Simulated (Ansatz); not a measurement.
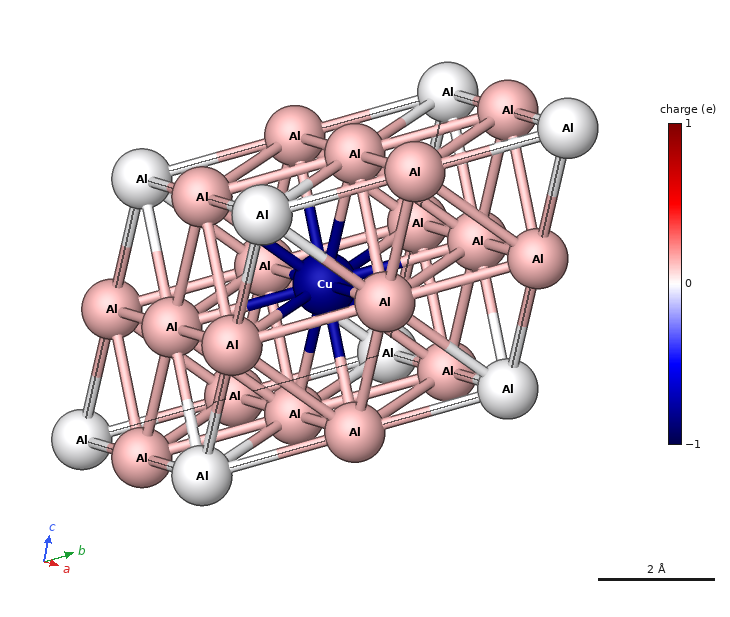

The image is a ball-and-stick drawing of a crystal, viewed slightly off an axis. The simulation cell is outlined; an atom on or near a face, edge or corner is repeated at each equivalent position. The atoms of this Al$_{7}$Cu cell are coloured by their Bader charge.

Setup: Ansatz 0.2.0, DFT r2SCAN, scalar-relativistic, plane waves, PAW; E_cut = 500 eV, an 8×8×8 k-point grid, Gaussian smearing of 0.1 eV, no spin polarisation.

Q: Which element is the most positive, and which the most negative?

A: Most positive: Al; most negative: Cu. Charges: about Al 0.0 to +0.1 e; Cu -0.8 e.

The cell started as a structure type filled with these elements by a generator (whether the compound takes this form wasn't checked). Earlier steps of the study may have refined or changed the cell and positions. Ansatz was used for an electronic-structure calculation on it.
